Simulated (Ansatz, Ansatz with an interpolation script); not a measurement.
# Settings in Wannier-interpolated G0W0: SnO2 (Cassiterite)

Aim: vary the Wannier model and the GW settings for SnO2 (Cassiterite) and see what the interpolated bands lose.

Program: Ansatz 0.2.0. Level of theory: maximally localised Wannier functions, LDA, plane waves, PAW; PAW set soft_1. Results are calculated unless marked as measured.

### Step 1. The starting structure

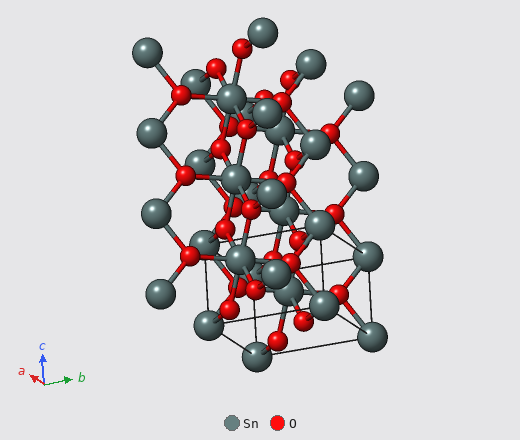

The cell as given, from a free direction (tin teal, oxygen red). 2×1×3 cells are drawn. Some periodic images of atoms are drawn too.

The cell and positions come from the Crystallography Open Database and are kept as given unless a step says otherwise.

### Step 2. Wannier model on 8×8×12

input.yaml reads:

```yaml
crystal:
  lattice:
    - [4.738, 0.0, 0.0]
    - [0.0, 4.738, 0.0]
    - [0.0, 0.0, 3.1865]
  atoms:
    - { symbol: Sn, position: [0.0, 0.0, 0.0] }
    - { symbol: Sn, position: [0.5, 0.5, 0.5] }
    - { symbol: O, position: [0.3071, 0.3071, 0.0] }
    - { symbol: O, position: [0.1929, 0.8071, 0.5] }
    - { symbol: O, position: [0.6929, 0.6929, 0.0] }
    - { symbol: O, position: [0.8071, 0.1929, 0.5] }
kpoints:
  mp_grid: { grid: [4, 4, 6] }
hamiltonian:
  xc: lda
  pseudopotentials: { kind: paw, azcp: { folder: soft_1 }, xc_functional: pbe }
scf:
  occupations: { method: fixed }
  n_extra_bands: 38
output:
  wannier:
    kmesh: [8, 8, 12]
    projections:
      - { species: O, l: p, shell: 2 }
      - { species: Sn, l: s, shell: 5 }
      - { species: Sn, l: p, shell: 5 }
    minimise: true
    write_hr: true
    seedname: w
    conv_tol: 1.0e-06
    max_iter: 20000
    stability_check: false
    disentanglement:
      window: [0.77, 22.41]
      frozen_window: [0.77, 13.34]
      conv_tol: 1.0e-08
```

Command:

```
$ ansatz run input.yaml --threads 3 --pin off --max-ram 92160MiB --backend cuda --events-out ev --progress --plain --runs-dir out --devices 1 --max-vram 13GiB
```

Numbers of over 12 decimals in the logs are rounded to 6 here.

Log:

```text
scf.n_extra_bands = 38 over 26 filled bands (N_el = 52.0): the run solves 64 bands
GPUs: using 1 of 1 available (devices: 1).
Engine: ansatz 0.2.0, x86_64-unknown-linux-gnu
Pseudopotentials: kind: paw
Pseudopotential: Sn, paw, valence charge 14, recommended cutoff 420 eV (normal), soft_1/Sn.paw.azcp
Pseudopotential: O, paw, valence charge 6, recommended cutoff 420 eV (normal), soft_1/O.paw.azcp
Functional definition: SPW92
  exchange = slater_x
  correlation = pw_c
device memory: the entry about to start is reckoned to put 1.6 GiB on a device that reports 42.8 GiB free (of which the cap on the GPU budget leaves the run 13.0 GiB)
GPU FFT provider: cuFFT
GPU libraries: cuBLAS 13.8.2, cuFFT 12.4.0, cuSOLVER 12.3.4
Crystal: 6 atoms, lattice volume = 71.533 Å³
Basis set: ecut = 420 eV, 1411 PW (Γ)
Bands: 64, of which v1, the nominal top of the filled ones, is band 26 counted from 1 (25 counted from 0)
Symmetry: 16 space group operations
Space group: P42/mnm (ITA 136), of the structure as read, at distance tolerance 4.2e-5 Å
k-points: 24 of 96
Non-local potential: Sn, projectors of the file, l = 0: 2, l = 1: 2, l = 2: 2, l = 3: 1
Non-local potential: O, projectors of the file, l = 0: 2, l = 1: 2, l = 2: 1
PAW form: soft (Blöchl's): semilocal exchange-correlation on the pseudo side does not see the compensation charge
PAW frozen core: Sn, regenerated for the run's functional, and the local potential with it (the file was generated under x = pbe(κ = 0.804, μ = 0.219515), c = pbe(β = 0.066725))
PAW frozen core: O, regenerated for the run's functional, and the local potential with it (the file was generated under x = pbe(κ = 0.804, μ = 0.219515), c = pbe(β = 0.066725))
PAW one-centre angular grid: Sn, 590 points (default); XC on 64 Gauss nodes
PAW one-centre angular grid: O, 110 points (default); XC on 64 Gauss nodes
Initial density: superposition of atomic densities (chi_scale 0.1, normalization cell, long waves kept (reshape's long-wave potential 0.00 eV rms))
Initial wavefunctions: pseudopotential atomic-orbital guess
GPU buffer pool allocated for 24576 grid points (all kernels)
GPU transforms: local potential and band sums: pruned to the plane-wave sphere, on 32×32×24
Functional: x = slater, c = lda
SCF iter   1: F=—  HF=-13981.255782 eV  |F-HF|=—  |Δ(HF+E_count)|=         —  Δρ=6.92e-2  dr2=2.59e0  ethr=3.10e-3  ⟨swp⟩=4.0  Hψ=5406  notcnv=0  defer=861
preconditioner: auto → Resta (q_TF=auto, 2.587 Å⁻¹)  ε∞=1.9  [insulator: Δε(μ)=1.575 eV  Ē_g=33.082 eV  n_scr=18 (ndim 8)  ℏωp=31.7 eV  f_vac=0.000  ε∞_Penn≈1.9]
SCF iter   2: F=—  HF=-13980.630524 eV  |F-HF|=—  |Δ(HF+E_count)|=   6.25e-1  Δρ=3.38e-2  dr2=3.63e-1  ethr=3.10e-3  ⟨swp⟩=2.8  Hψ=2128  notcnv=0  defer=862
SCF iter   3: F=—  HF=-13980.553408 eV  |F-HF|=—  |Δ(HF+E_count)|=   7.71e-2  Δρ=1.12e-2  dr2=7.63e-2  ethr=6.99e-4  ⟨swp⟩=3.0  Hψ=1428  notcnv=0  defer=864
SCF iter   4: F=—  HF=-13980.535785 eV  |F-HF|=—  |Δ(HF+E_count)|=   1.76e-2  Δρ=1.73e-3  dr2=1.09e-3  ethr=1.47e-4  ⟨swp⟩=2.2  Hψ=1057  notcnv=0  defer=864
SCF iter   5: F=—  HF=-13980.535811 eV  |F-HF|=—  |Δ(HF+E_count)|=   2.58e-5  Δρ=4.11e-4  dr2=5.63e-5  ethr=2.09e-6  ⟨swp⟩=2.3  Hψ=1106  notcnv=0  defer=864
SCF iter   6: F=—  HF=-13980.536037 eV  |F-HF|=—  |Δ(HF+E_count)|=   2.26e-4  Δρ=6.87e-5  dr2=2.73e-6  ethr=1.08e-7  ⟨swp⟩=1.5  Hψ=1709  notcnv=0  defer=770
SCF iter   7: F=-13980.536036 eV  HF=-13980.536036 eV  |F-HF|=7.08e-9  |Δ(HF+E_count)|=   6.61e-7  Δρ=7.38e-6  dr2=2.52e-8  ethr=1.92e-10  ⟨swp⟩=13.9  Hψ=12411  notcnv=0
SCF 1 converged in 7 iterations: F = -13980.536036 eV  dr2 = 2.52e-8
[...]
device memory: the entry about to start is reckoned to put 1.6 GiB (of the 1.7 GiB reckoned in all, the device holds 0.1 GiB already) on a device that reports 43.3 GiB free (of which the cap on the GPU budget leaves the run 12.9 GiB)
NSCF: frozen V_eff on 24 k-points, pencils in batches of 32, up to order 256
[...]
device memory: the entry about to start is reckoned to put 1.8 GiB on a device that reports 45.3 GiB free (of which the cap on the GPU budget leaves the run 13.0 GiB)
NSCF: frozen V_eff on 109 k-points
the Wannier pass solved 109 of the 768 points of its mesh, and has the states at the others by symmetry: states obtained by the crystal's operations at points that were solved too leave a residual of 3.53e-13 eV (read by the count's bands and the next), within 6.67e-6 eV
SCF converged after 7 iterations
Free energy (F): -13980.536036 eV
Harris-Foulkes:  -13980.536036 eV  (|F-HF|=7.08e-9)
Internal energy: -13980.536036 eV  (E = F + TS)
E sigma→0 (E₀):  -13980.536036 eV
Fermi energy:    9.195576 eV
--- Per-component energies (eV) ---
  E_band       = -129.289356
  E_kinetic    = 1016.746246
  E_local      = -3173.228562  (includes V_loc(G=0)·N_el)
  E_nonlocal   = 518.387868
  E_hartree    = 1436.799169
  E_xc         = -529.892485
  E_vxc        = -523.022198  (∫ρ·V_xc dr)
  E_paw        = -9067.737962  (= ΣΔE_a)
  E_vpaw       = -841.772871  (= ΣTr[D̂ρ^β])
  E_aug_tail   = 0.004001  (compensation charges beyond the density's cutoff)
  E_ewald      = -4182.851779
  E_core_change = 1.237468  (= ΣΔE_core)
  E_smearing   = -0.000000  (= −TS)
  E_closure    = 0.000000  (closes the sum)
  Σ components = -13980.536036   (vs F -13980.536036, Δ=0.00e0)
--- Band table (eV; the first three rows and the last of 24) ---
  k-point 0: bands = [... 22 lower, 7.9417, 8.3984, 8.3984, 9.1956, 10.3352, 15.1100, 15.3133, 15.3133, ... 34 higher]
  k-point 1: bands = [... 22 lower, 7.0014, 8.4214, 8.4214, 8.9594, 11.8325, 15.6187, 16.4020, 16.4020, ... 34 higher]
  k-point 2: bands = [... 22 lower, 6.7277, 8.1875, 8.1875, 8.3251, 13.8573, 15.9277, 17.7698, 18.3727, ... 34 higher]
  k-point 23: bands = [... 22 lower, 8.2011, 8.2011, 8.3525, 8.3525, 13.9138, 13.9138, 17.8003, 17.8003, ... 34 higher]
```

Elapsed: 22 s, on 1 × NVIDIA H100 80GB HBM3 (shared by 6 runs) with 3 threads of AMD EPYC 7R13 (Zen 3), shared host; peak memory 1.3 GiB.

The run ended with an error after its SCF cycle had converged; no result of it is taken.

### Step 3. Wannier model on 8×8×12

Localised functions give a small Hamiltonian that interpolates between mesh points at no cost.

input.yaml: that of step 2 with these lines changed.

```diff
@@ -34,4 +34,4 @@
     disentanglement:
-      window: [0.77, 22.41]
-      frozen_window: [0.77, 13.34]
+      window: [0.77, 24.67]
+      frozen_window: [0.77, 14.34]
       conv_tol: 1.0e-08
```

Log:

```text
[...]
GPUs: using 1 of 1 available (devices: 1).
[...]
GPU FFT provider: cuFFT
GPU libraries: cuBLAS 13.8.2, cuFFT 12.4.0, cuSOLVER 12.3.4
Crystal: 6 atoms, lattice volume = 71.533 Å³
Basis set: ecut = 420 eV, 1411 PW (Γ)
Bands: 64, of which v1, the nominal top of the filled ones, is band 26 counted from 1 (25 counted from 0)
Symmetry: 16 space group operations
[...]
k-points: 24 of 96
[...]
GPU buffer pool allocated for 24576 grid points (all kernels)
[...]
SCF iter   1: F=—  HF=-13981.255782 eV  |F-HF|=—  |Δ(HF+E_count)|=         —  Δρ=6.92e-2  dr2=2.59e0  ethr=3.10e-3  ⟨swp⟩=4.0  Hψ=5406  notcnv=0  defer=861
[...]
SCF iter   7: F=-13980.536036 eV  HF=-13980.536036 eV  |F-HF|=7.08e-9  |Δ(HF+E_count)|=   6.61e-7  Δρ=7.38e-6  dr2=2.52e-8  ethr=1.92e-10  ⟨swp⟩=13.9  Hψ=12411  notcnv=0
SCF 1 converged in 7 iterations: F = -13980.536036 eV  dr2 = 2.52e-8
[...]
NSCF: frozen V_eff on 24 k-points, pencils in batches of 32, up to order 256
[...]
NSCF: frozen V_eff on 109 k-points
[...]
SCF converged after 7 iterations
Free energy (F): -13980.536036 eV
[...]
Internal energy: -13980.536036 eV  (E = F + TS)
E sigma→0 (E₀):  -13980.536036 eV
Fermi energy:    9.195576 eV
[...]
--- Band table (eV; the first three rows and the last of 24) ---
  k-point 0: bands = [... 22 lower, 7.9417, 8.3984, 8.3984, 9.1956, 10.3352, 15.1100, 15.3133, 15.3133, ... 34 higher]
  k-point 1: bands = [... 22 lower, 7.0014, 8.4214, 8.4214, 8.9594, 11.8325, 15.6187, 16.4020, 16.4020, ... 34 higher]
  k-point 2: bands = [... 22 lower, 6.7277, 8.1875, 8.1875, 8.3251, 13.8573, 15.9277, 17.7698, 18.3727, ... 34 higher]
  k-point 23: bands = [... 22 lower, 8.2011, 8.2011, 8.3525, 8.3525, 13.9138, 13.9138, 17.8003, 17.8003, ... 34 higher]
Wannier search: line search 1 of at most 20000: gauge-dependent spread (as the search counts it) 6.1627210 Å², largest recent change 4.9e-1 Å² against conv_tol 1.0e-6 Å², 0 stops escaped
```

It took 33 s on 1 × NVIDIA H100 80GB HBM3 (shared by 6 runs) with 3 threads; peak memory 1.3 GiB; 35 s of CPU time.

Numbers from this step:

| Quantity | Value |
| --- | --- |
| gauge-invariant spread | 22.59 Å² |
| diagonal spread | 8.47e-4 Å² |
| off-diagonal spread | 5.758 Å² |
| total spread | 28.35 Å² |
| least projectability | 0.3205 |
| localisation steps | 53 |
| disentanglement steps | 262 |
| r.m.s. interpolation error | 4.84e-4 eV |
| r.m.s. error near the gap | 6.97e-4 eV |

Near the gap the model misses directly solved bands by 0.7 meV r.m.s. and by 8 meV at most in the window tested. This tests the starting bands, not the corrections carried with them.

Frozen up to 5.14 eV; above it the model need not follow the bands. The electronic bands at the labelled points (eV, zero at the valence-band top):

```
    point  band 23  band 24  band 25  band 26  band 27  band 28  band 29  band 30
        Γ    -1.25    -0.80    -0.80     0.00     1.14     6.12     6.12     6.43
        X    -1.21    -1.21    -0.65    -0.65     4.29     4.29     6.95     6.95
        M    -1.33    -1.33    -0.91    -0.91     4.66     4.66     7.33     7.33
        Γ    -1.25    -0.80    -0.80     0.00     1.14     6.12     6.12     6.43
        Z    -1.70    -1.70    -1.28    -1.28     6.17     6.17    10.32    10.32
        R    -1.12    -1.12    -0.72    -0.72     6.49     6.49     7.85     7.85
        A    -0.99    -0.99    -0.84    -0.84     4.72     4.72     8.60     8.60
        Z    -1.70    -1.70    -1.28    -1.28     6.17     6.17    10.32    10.32
jump to X    -1.21    -1.21    -0.65    -0.65     4.29     4.29     6.95     6.95
        R    -1.12    -1.12    -0.72    -0.72     6.49     6.49     7.85     7.85
jump to M    -1.33    -1.33    -0.91    -0.91     4.66     4.66     7.33     7.33
        A    -0.99    -0.99    -0.84    -0.84     4.72     4.72     8.60     8.60
```

The same for Kohn-Sham, solved directly:

```
point  band 23  band 24  band 25  band 26  band 27  band 28  band 29  band 30
    Γ    -1.25    -0.80    -0.80     0.00     1.14     5.91     6.12     6.12
    X    -1.21    -1.21    -0.65    -0.65     4.29     4.29     6.84     6.84
    M    -1.33    -1.33    -0.91    -0.91     4.66     4.66     7.31     7.31
    Γ    -1.25    -0.80    -0.80     0.00     1.14     5.91     6.12     6.12
    Z    -1.70    -1.70    -1.28    -1.28     6.02     6.02     9.52     9.52
    R    -1.12    -1.12    -0.72    -0.72     6.29     6.29     7.85     7.85
    A    -0.99    -0.99    -0.84    -0.84     4.72     4.72     8.60     8.60
    Z    -1.70    -1.70    -1.28    -1.28     6.02     6.02     9.52     9.52
    X    -1.21    -1.21    -0.65    -0.65     4.29     4.29     6.84     6.84
    R    -1.12    -1.12    -0.72    -0.72     6.29     6.29     7.85     7.85
    M    -1.33    -1.33    -0.91    -0.91     4.66     4.66     7.31     7.31
    A    -0.99    -0.99    -0.84    -0.84     4.72     4.72     8.60     8.60
```

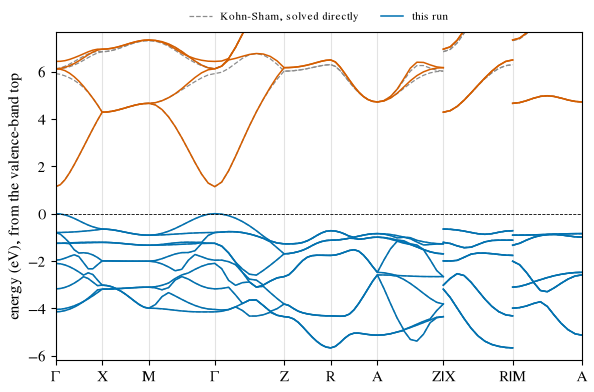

Electronic bands along the path; lines of filled and empty bands in two colours; dashed: Kohn-Sham, solved directly.

### Step 4. Wannier model on 4×4×6

input.yaml: that of step 3 with these lines changed.

```diff
@@ -22,3 +22,3 @@
   wannier:
-    kmesh: [8, 8, 12]
+    kmesh: [4, 4, 6]
     projections:
```

Log:

```text
[...]
GPUs: using 1 of 1 available (devices: 1).
[...]
GPU FFT provider: cuFFT
GPU libraries: cuBLAS 13.8.2, cuFFT 12.4.0, cuSOLVER 12.3.4
Crystal: 6 atoms, lattice volume = 71.533 Å³
Basis set: ecut = 420 eV, 1411 PW (Γ)
Bands: 64, of which v1, the nominal top of the filled ones, is band 26 counted from 1 (25 counted from 0)
Symmetry: 16 space group operations
[...]
k-points: 24 of 96
[...]
GPU buffer pool allocated for 24576 grid points (all kernels)
[...]
SCF iter   1: F=—  HF=-13981.255782 eV  |F-HF|=—  |Δ(HF+E_count)|=         —  Δρ=6.92e-2  dr2=2.59e0  ethr=3.10e-3  ⟨swp⟩=4.0  Hψ=5406  notcnv=0  defer=861
[...]
SCF iter   7: F=-13980.536036 eV  HF=-13980.536036 eV  |F-HF|=7.08e-9  |Δ(HF+E_count)|=   6.61e-7  Δρ=7.38e-6  dr2=2.52e-8  ethr=1.92e-10  ⟨swp⟩=13.9  Hψ=12411  notcnv=0
SCF 1 converged in 7 iterations: F = -13980.536036 eV  dr2 = 2.52e-8
[...]
SCF converged after 7 iterations
Free energy (F): -13980.536036 eV
[...]
Internal energy: -13980.536036 eV  (E = F + TS)
E sigma→0 (E₀):  -13980.536036 eV
Fermi energy:    9.195576 eV
[...]
--- Band table (eV; the first three rows and the last of 24) ---
  k-point 0: bands = [... 22 lower, 7.9417, 8.3984, 8.3984, 9.1956, 10.3352, 15.1100, 15.3133, 15.3133, ... 34 higher]
  k-point 1: bands = [... 22 lower, 7.0014, 8.4214, 8.4214, 8.9594, 11.8325, 15.6187, 16.4020, 16.4020, ... 34 higher]
  k-point 2: bands = [... 22 lower, 6.7277, 8.1875, 8.1875, 8.3251, 13.8573, 15.9277, 17.7698, 18.3727, ... 34 higher]
  k-point 23: bands = [... 22 lower, 8.2011, 8.2011, 8.3525, 8.3525, 13.9138, 13.9138, 17.8003, 17.8003, ... 34 higher]
[...]
```

The job ended after 10 s (1 × NVIDIA H100 80GB HBM3 (shared by 6 runs) with 3 threads; peak memory 0.96 GiB; 5.3 s of CPU time).

This step gave:

| Quantity | Value |
| --- | --- |
| gauge-invariant spread | 21.38 Å² |
| diagonal spread | 8.82e-4 Å² |
| off-diagonal spread | 5.551 Å² |
| total spread | 26.94 Å² |
| least projectability | 0.3194 |
| localisation steps | 24 |
| disentanglement steps | 80 |
| r.m.s. interpolation error | 0.002595 eV |
| r.m.s. error near the gap | 0.003652 eV |

Near the gap the model misses directly solved bands by 3.7 meV r.m.s. and by 45 meV at most in the window tested. This tests the starting bands, not the corrections carried with them.

Frozen up to 5.14 eV; above it the model need not follow the bands. The electronic bands at the labelled points (eV, zero at the valence-band top; v1 is the highest filled band, c1 the lowest empty one):

```
    point     v4     v3     v2     v1    c1    c2     c3     c4
        Γ  -1.25  -0.80  -0.80   0.00  1.14  6.12   6.12   6.53
        X  -1.21  -1.21  -0.65  -0.65  4.29  4.29   6.97   6.97
        M  -1.33  -1.33  -0.91  -0.91  4.66  4.66   7.33   7.33
        Γ  -1.25  -0.80  -0.80   0.00  1.14  6.12   6.12   6.53
        Z  -1.70  -1.70  -1.28  -1.28  6.17  6.17  10.53  10.53
        R  -1.12  -1.12  -0.72  -0.72  6.51  6.51   7.85   7.85
        A  -0.99  -0.99  -0.84  -0.84  4.72  4.72   8.60   8.60
        Z  -1.70  -1.70  -1.28  -1.28  6.17  6.17  10.53  10.53
jump to X  -1.21  -1.21  -0.65  -0.65  4.29  4.29   6.97   6.97
        R  -1.12  -1.12  -0.72  -0.72  6.51  6.51   7.85   7.85
jump to M  -1.33  -1.33  -0.91  -0.91  4.66  4.66   7.33   7.33
        A  -0.99  -0.99  -0.84  -0.84  4.72  4.72   8.60   8.60
```

The same for Kohn-Sham, solved directly:

```
point     v4     v3     v2     v1    c1    c2    c3    c4
    Γ  -1.25  -0.80  -0.80   0.00  1.14  5.91  6.12  6.12
    X  -1.21  -1.21  -0.65  -0.65  4.29  4.29  6.84  6.84
    M  -1.33  -1.33  -0.91  -0.91  4.66  4.66  7.31  7.31
    Γ  -1.25  -0.80  -0.80   0.00  1.14  5.91  6.12  6.12
    Z  -1.70  -1.70  -1.28  -1.28  6.02  6.02  9.52  9.52
    R  -1.12  -1.12  -0.72  -0.72  6.29  6.29  7.85  7.85
    A  -0.99  -0.99  -0.84  -0.84  4.72  4.72  8.60  8.60
    Z  -1.70  -1.70  -1.28  -1.28  6.02  6.02  9.52  9.52
    X  -1.21  -1.21  -0.65  -0.65  4.29  4.29  6.84  6.84
    R  -1.12  -1.12  -0.72  -0.72  6.29  6.29  7.85  7.85
    M  -1.33  -1.33  -0.91  -0.91  4.66  4.66  7.31  7.31
    A  -0.99  -0.99  -0.84  -0.84  4.72  4.72  8.60  8.60
```

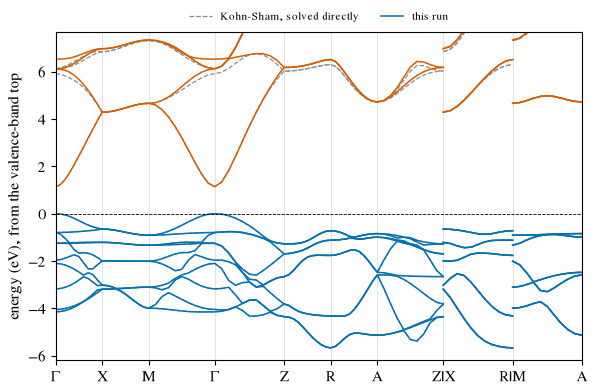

Electronic bands along the path; lines of filled and empty bands in two colours; dashed: Kohn-Sham, solved directly.

(Continued in part 2 of 2.)

[Paths, hosts, dates, memory and timing lines, banners, echoed tables and standing remarks are left out of the program output.]

[Logs are printed without paths, hosts, clocks, repeated set-up lines and the standing remarks that a program may print on its own settings, such as how far it seeks lower states.]

[Runs of the session that timed out or met a known fault of the program may be left out.]

[Hosts, paths, dates, database ids (printed as entryN), source tags and the programs' standing remarks are cut or masked in the printed files.]
